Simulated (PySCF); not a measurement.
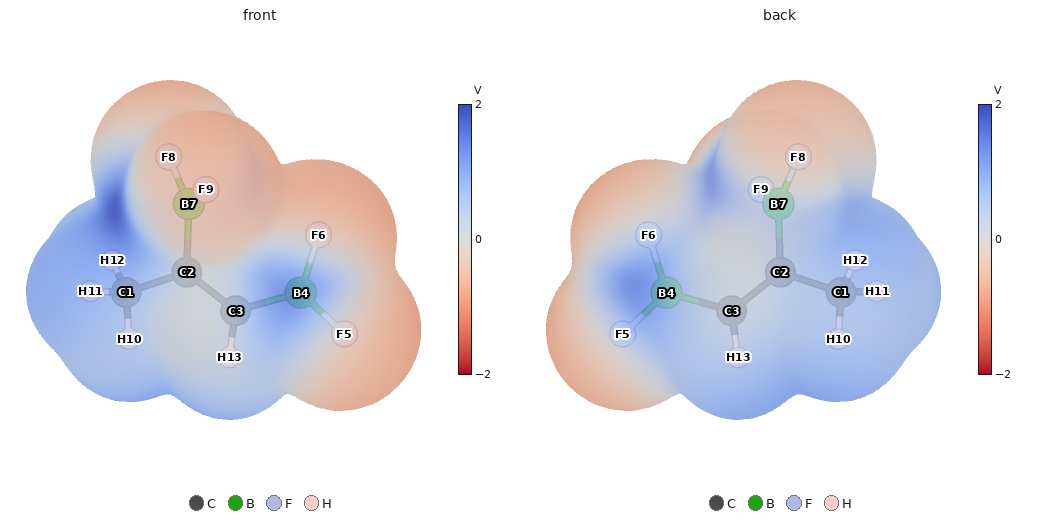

Figure 1: C₃H₄B₂F₄ (SMILES C/C(=C/B(F)F)B(F)F). The molecular electrostatic potential painted on the density surface at 0.001 e/bohr³, seen from the front and from behind; red is negative and blue positive.

Geometry: GFN2-xTB.

These are results of PBE0/pcSseg-1, SCF density, gas phase, non-relativistic in PySCF 2.14.0, not measurements.

```
atom    x (Å)    y (Å)    z (Å)
   C  -1.8370  -0.1760  -0.0067
   C  -0.3550   0.0518   0.0302
   C   0.5138  -0.9581  -0.1579
   B   2.0505  -0.8012  -0.2209
   F   2.8706  -1.8347  -0.1988
   F   2.6580   0.3628  -0.3565
   B   0.1004   1.5344   0.3118
   F  -0.4022   2.5552  -0.3505
   F   0.9226   1.8687   1.2792
   H  -2.0717  -1.2055  -0.2635
   H  -2.2750   0.0590   0.9630
   H  -2.2876   0.4963  -0.7353
   H   0.1082  -1.9521  -0.3118
```

**Which sites attract a positive test charge, and which a negative one?**

A positive charge is drawn to the negative regions and a negative charge to the positive ones. The most negative region (about −0.8 V) lies over F5, F6 and F9, the most positive (about +1.7 V) over B7.

**What dipole moment does the calculation give?**

Its dipole moment is 3.12 D.
